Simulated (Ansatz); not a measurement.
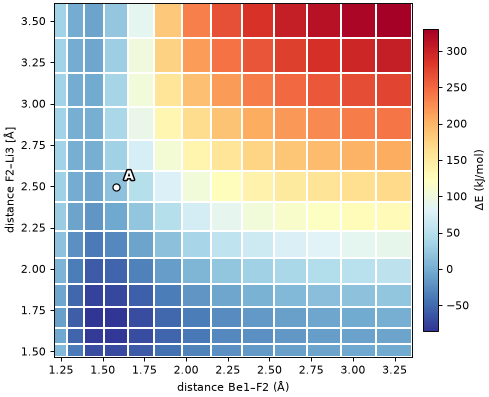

The system Be + FLi. Coordinates scanned: (1) distance Be1–F2; (2) distance F2–Li3. Nothing is relaxed (the angle Be1–F2–Li3 is fixed at 180 degrees). Grid: 13 × 13 points. Energies are in kJ/mol, from Be far from the relaxed FLi (each part in its own basis). Energies and slopes of some neighbouring points disagree (a jump in structure or state, or too coarse a mesh). The restricted reference is unstable at some or all points, so the energies there are unreliable. Computed with RHF-CCSD(T), frozen core/def2-TZVPD (Ansatz 0.2.0).

In the figure: one coloured cell a grid point, the point A.

Question: Is A at rest? If not, where is it pushed?

Answer: A, at distance Be1–F2 = 1.578 Å, distance F2–Li3 = 2.496 Å, is not a stationary point. The computed force is 210 kJ/mol for each Å towards smaller values of distance Be1–F2 and 106 kJ/mol for each Å towards smaller values of distance F2–Li3.
